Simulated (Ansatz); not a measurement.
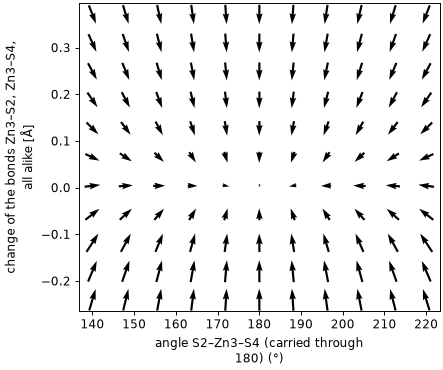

CH₄S₂Zn, SMILES C[S][Zn][SH]. Coordinates scanned: (1) angle S2–Zn3–S4 (carried through 180); (2) change of the bonds Zn3–S2, Zn3–S4, all alike. Nothing is relaxed (all other coordinates rigid). The grid has 11 × 11 points. Points are written as (first, second). Level of theory: RKS PBE-D4/def2-SVP in Ansatz.

In the figure: arrows along the force (downhill), their lengths compressed.

Q: The arrows alone are given. Where is the energy lowest?

A: The arrows converge at about (179°, 0.000 Å) (read from the interpolated surface).

The energy map of the same scan:

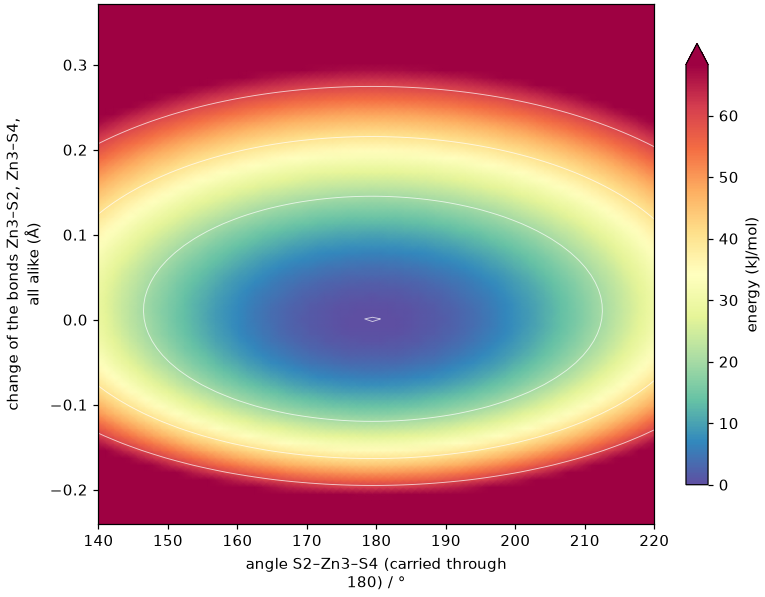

Energies are in kJ/mol, from the lowest grid point; between grid points the surface is interpolated.
